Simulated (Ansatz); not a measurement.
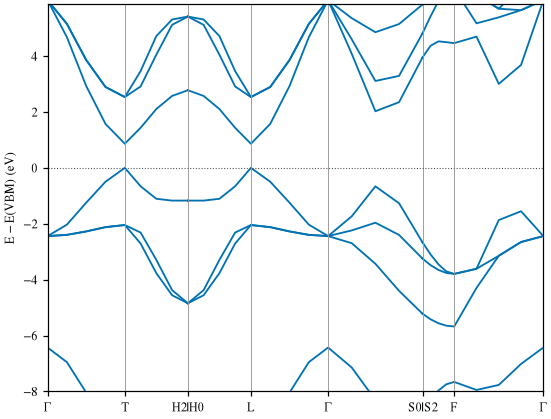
Figure: Band structure from HSE06 (plane waves, PAW; program Ansatz)

Q: Read off the gap and where the band edges lie.

A: About 0.9 eV (0.86 eV among the points solved); maximum at L, minimum at L.

The material is PbS (rock salt, space group No. 225).

Space group Fm-3m (rock salt). The cell was relaxed with HSE06 under the symmetry of its start. The hybrid was solved on a coarse mesh, the path and, where they were found, the r²SCAN edge points; its band edges are the extreme levels among these. Spin–orbit coupling is left out wherever it is not named.

Potentials: the later of the program's two PAW sets.
